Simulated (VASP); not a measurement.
Band structure of Ni (fcc). These are PBE GGA, VASP's PBE PAW potentials (set 64) (plane waves; VASP 6.6.1) values and carry that method's errors.

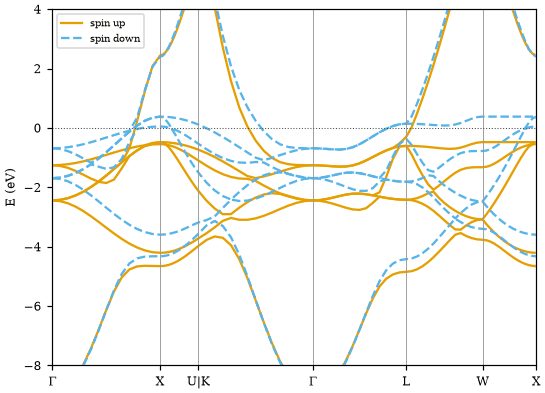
Fig. 1. Bands along high-symmetry lines, zero at the valence-band maximum or, without a gap, the Fermi level

Q: Read the plot: is there a gap, and where are the band edges?

A: It has no gap at this level: it comes out as a metal or semimetal. (Edges off the drawn lines would not show.)

The compound is Ni in the fcc structure. It was relaxed first.
